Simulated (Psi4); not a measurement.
# B3LYP/6-31G(d) (spherical functions) run of CH7BSi2 (SMILES CB1[SiH2][SiH2]1)

Aim: the vertical singlet–triplet gap of CH7BSi2 at B3LYP/6-31G* (spherical functions), from 2 runs. 

The results are computed with Psi4 1.11.

2 further runs of the same task are left out: 2 set aside as unsound or not needed. Runs told in other sessions of the task aren't counted.

## (1) The system as given

CH7BSi2 has 11 atoms, charge 0, and is taken as a singlet. As SMILES, `CB1[SiH2][SiH2]1`. Geometry: relaxed at PBE0-D4/def2-TZVP.

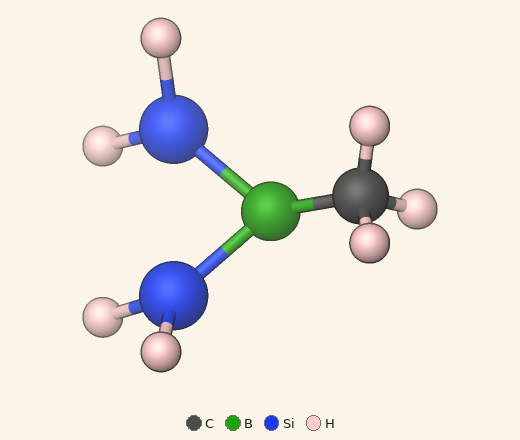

Viewed from a chosen angle; carbon dark grey, boron green, silicon blue, hydrogen pink.

## (2) Energy and forces at B3LYP/6-31G(d) (spherical functions)

The input, ch7bsi2.xyz:

```xyz
11
CH7BSi2
C     -0.263900     1.793500     0.099500
B     -0.450600     0.243000    -0.016600
Si     0.018800    -1.148600     1.199400
Si     0.210300    -0.982900    -1.318800
H      0.165600     2.121800     1.048800
H     -1.271300     2.229100     0.051100
H      0.301000     2.238000    -0.723000
H     -0.479200    -2.541300     1.107000
H      0.876900    -0.975400     2.403900
H      1.239000    -0.662800    -2.346600
H     -0.281200    -2.371200    -1.484200
```

The input, run.py:

```python
import psi4

psi4.set_memory(2200000000)
psi4.set_num_threads(1)
psi4.core.set_output_file('run.log', False)

with open('ch7bsi2.xyz') as f:
    atoms = ''.join(f.readlines()[2:])
molecule = psi4.geometry('0 1\n' + atoms + 'symmetry c1\nno_reorient\nno_com')

psi4.set_options({
    'basis': '6-31G*',
    'reference': 'rks',
    'puream': True,
    'e_convergence': 1e-09,
    'd_convergence': 1e-08,
    'scf_type': 'pk',
    'dft_radial_points': 99,
    'dft_spherical_points': 590,
})

e, wfn = psi4.gradient('B3LYP', return_wfn=True)
psi4.oeprop(wfn, 'QUADRUPOLE', 'DIPOLE', 'MAYER_INDICES', title='B3LYP')
print('gradient / Eh bohr^-1')
print(e.np.round(6))
print(f'energy = {wfn.energy():.10f} Eh')
```

Command:

```console
$ python run.py
```

run.log, cut to the lines that bear on the results:

```text
[...]
  Running in c1 symmetry.
[...]
  Nuclear repulsion =  181.476428428229070
[...]
  Multiplicity = 1
[...]
  Nalpha       = 23
  Nbeta        = 23
[...]
    Number of basis functions: 78
[...]
   @RKS iter   1:  -645.75918861777188   -2.05428e-01   9.08575e-03 DIIS/ADIIS
[...]
   @RKS iter  12:  -646.08282305734451   -7.95808e-13   8.89078e-09 DIIS
[...]
    Orbital Energies [Eh]
    ---------------------
    Doubly Occupied:
       1A    -66.109467     2A    -66.109448     3A    -10.158682
       4A     -6.744151     5A     -5.275433     6A     -5.275417
       7A     -3.635287     8A     -3.635170     9A     -3.632366
      10A     -3.632327    11A     -3.630699    12A     -3.630634
      13A     -0.699371    14A     -0.588482    15A     -0.497047
      16A     -0.432533    17A     -0.403730    18A     -0.401273
      19A     -0.379149    20A     -0.340816    21A     -0.336989
      22A     -0.254323    23A     -0.226799
[...]
  @RKS Final Energy:  -646.08282305734451
   => Energetics <=
    Nuclear Repulsion Energy =            181.4764284282290703
    One-Electron Energy =               -1251.9854419063967725
    Two-Electron Energy =                 467.9479460763479324
    DFT Exchange-Correlation Energy =     -43.5217556555247995
    Empirical Dispersion Energy =           0.0000000000000000
    VV10 Nonlocal Energy =                  0.0000000000000000
    Total Energy =                       -646.0828230573443989
[...]
  -Total Gradient:
     Atom            X                  Y                   Z
    ------   -----------------  -----------------  -----------------
       1        0.000774239695    -0.001524350532    -0.000086237574
       2        0.001048212086     0.001934988611     0.000172330465
       3        0.000405372631     0.001655531244    -0.005327449065
       4       -0.000466026501     0.000987322481     0.005485803564
       5       -0.001121247514    -0.001189740417    -0.001853850242
       6        0.001860304666    -0.001420880754     0.000051330294
       7       -0.001408092177    -0.001449125713     0.001541014606
       8        0.000068325890     0.000370178548    -0.000983232953
       9       -0.000506342281     0.000239814587    -0.000495212370
      10       -0.000571550356     0.000180333234     0.000464479693
      11       -0.000077578741     0.000213923432     0.001031311072
[...]
 Multipole Moments:
 ------------------------------------------------------------------------------------
     Multipole            Electronic (a.u.)      Nuclear  (a.u.)        Total (a.u.)
 ------------------------------------------------------------------------------------
 L = 1.  Multiply by 2.5417464519 to convert [e a0] to [Debye]
 Dipole X            :          0.1428510           -0.1477766           -0.0049256
 Dipole Y            :         33.8174154          -33.6877697            0.1296457
 Dipole Z            :          2.0875574           -2.0798326            0.0077248
 Magnitude           :                                                    0.1299690
 L = 2.  Multiply by 1.3450342976 to convert [e a0^2] to [Debye ang]
 Quadrupole XX       :        -54.5288946           22.8697535          -31.6591412
 Quadrupole XY       :         29.1351762          -29.2266102           -0.0914341
[...]
```

The script printed:

```text
gradient / Eh bohr^-1
[[ 7.740e-04 -1.524e-03 -8.600e-05]
 [ 1.048e-03  1.935e-03  1.720e-04]
 [ 4.050e-04  1.656e-03 -5.327e-03]
 [-4.660e-04  9.870e-04  5.486e-03]
 [-1.121e-03 -1.190e-03 -1.854e-03]
 [ 1.860e-03 -1.421e-03  5.100e-05]
 [-1.408e-03 -1.449e-03  1.541e-03]
 [ 6.800e-05  3.700e-04 -9.830e-04]
 [-5.060e-04  2.400e-04 -4.950e-04]
 [-5.720e-04  1.800e-04  4.640e-04]
 [-7.800e-05  2.140e-04  1.031e-03]]
energy = -646.0828230573 Eh
```

Wall time 17 s (1 thread of Intel Xeon 6975P-C (Granite Rapids), shared host); peak memory 1.4 GiB.

## (3) The triplet at the same level

The input, calc.dat:

```
memory 2.2 GB

molecule geom {
  0 3
  C     -0.263900     1.793500     0.099500
  B     -0.450600     0.243000    -0.016600
  Si     0.018800    -1.148600     1.199400
  Si     0.210300    -0.982900    -1.318800
  H      0.165600     2.121800     1.048800
  H     -1.271300     2.229100     0.051100
  H      0.301000     2.238000    -0.723000
  H     -0.479200    -2.541300     1.107000
  H      0.876900    -0.975400     2.403900
  H      1.239000    -0.662800    -2.346600
  H     -0.281200    -2.371200    -1.484200
  symmetry c1
}

set globals {
  reference uks
  puream true
  e_convergence 1e-09
  d_convergence 1e-08
  scf_type pk
  dft_radial_points 99
  dft_spherical_points 590
  maxiter 100
}

E = gradient('b3lyp/6-31G*')
print_variables()
```

Command:

```console
$ psi4 -n 1 calc.dat calc.out
```

calc.out, cut to the lines that bear on the results:

```text
[...]
  Running in c1 symmetry.
[...]
  Nuclear repulsion =  181.476428428229070
[...]
  Multiplicity = 3
[...]
  Nalpha       = 24
  Nbeta        = 22
[...]
    Number of basis functions: 78
[...]
   @UKS iter   1:  -645.65061614406841   -9.68559e-02   9.12972e-03 DIIS/ADIIS
[...]
   @UKS iter  17:  -645.97543915962558   -1.94063e-10   9.41698e-09 DIIS
[...]
   @S^2 Observed:                2.005587658E+00
[...]
  @UKS Final Energy:  -645.97543915962558
   => Energetics <=
    Nuclear Repulsion Energy =            181.4764284282290703
    One-Electron Energy =               -1251.7218245180313261
    Two-Electron Energy =                 467.8159375611431301
    DFT Exchange-Correlation Energy =     -43.5459806309664543
    Empirical Dispersion Energy =           0.0000000000000000
    VV10 Nonlocal Energy =                  0.0000000000000000
    Total Energy =                       -645.9754391596255800
  UHF NO Occupations:
  HONO-2 :   22  A 1.9988095
  HONO-1 :   23  A 1.0000000
[...]
  -Total Gradient:
     Atom            X                  Y                   Z
    ------   -----------------  -----------------  -----------------
       1        0.020997842220    -0.009717676749     0.000878232295
       2        0.003413127761    -0.003667258154     0.000150298883
       3       -0.002777280771     0.004610740296    -0.020477396359
       4       -0.005767380374     0.001815628470     0.020131258366
       5       -0.002528052468     0.000165898772    -0.001060423214
       6        0.000349767476    -0.009322207688    -0.000580811410
       7       -0.002695334087     0.000026233181     0.000730990982
       8        0.005602295725     0.001942646934    -0.008906781876
       9       -0.010552078296     0.006542447824     0.002241522937
      10       -0.010175684122     0.006894380275    -0.002915712281
      11        0.004138302793     0.000707330731     0.009809113364
[...]
```

Wall time 31 s (1 thread of Intel Xeon 6975P-C (Granite Rapids), shared host); peak memory 1.4 GiB.

## (4) Results

At B3LYP/6-31G* (spherical functions):

| quantity | value |
| --- | --- |
| singlet: total energy | -646.08282 Eh |
| singlet: dipole moment | 0.33 D |
| singlet: HOMO energy | -6.17 eV |
| singlet: LUMO energy | -1.42 eV |
| singlet: HOMO–LUMO gap | 4.75 eV |
| singlet: largest force on an atom | 0.288 eV/Å |
| triplet: total energy | -645.97544 Eh |
| triplet: dipole moment | 0.77 D |
| triplet: HOMO energy (highest over α and β) | -3.27 eV |
| triplet: ⟨S²⟩ | 2.006 |
| triplet: largest force on an atom | 1.191 eV/Å |
| vertical energy of the triplet above the singlet | 2.922 eV |

At this shape the triplet lies 2.92 eV (67 kcal/mol) above the singlet. The largest force (singlet) is 0.29 eV/Å: the shape isn't a stationary point for this species at this level. With no_com the log's rotational constants are taken about the origin, not the centre of mass, so they aren't the molecule's.
